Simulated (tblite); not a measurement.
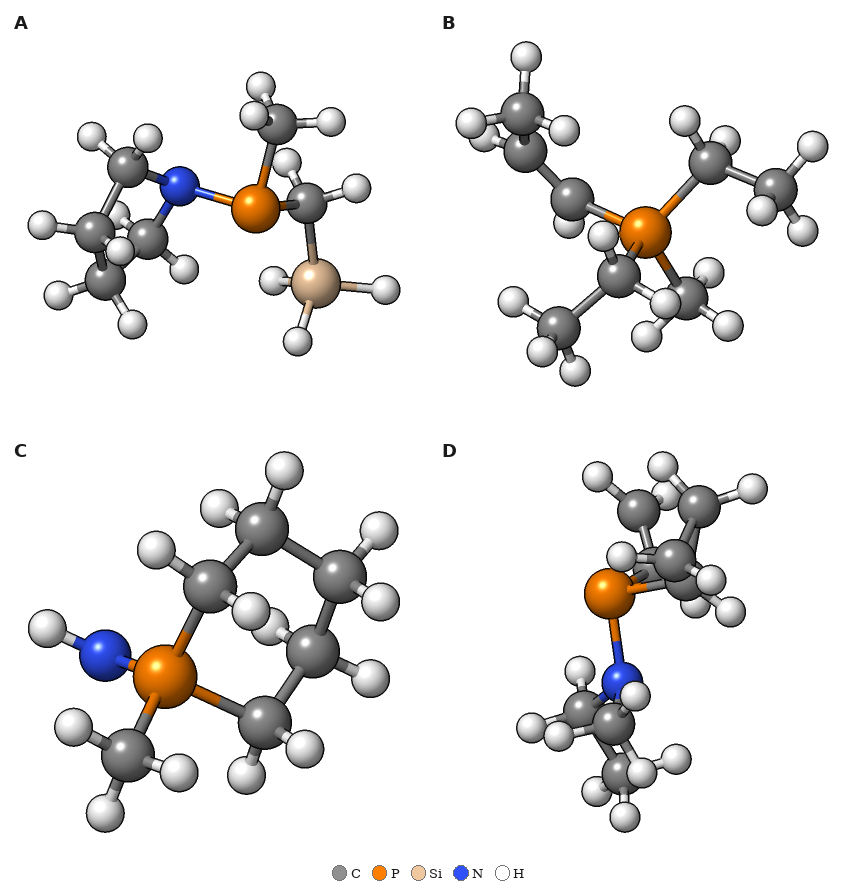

The picture comes from a calculation with tblite.

**Which panel belongs to which SMILES?**
(1) C/C=C\[P+](C)(CC)CC
(2) CP(C[SiH3])N1CCCC1
(3) C=CP(C1CC1)N(C)CC
(4) CP1(=N)CCCCC1

A is (2), B is (1), C is (4), D is (3).
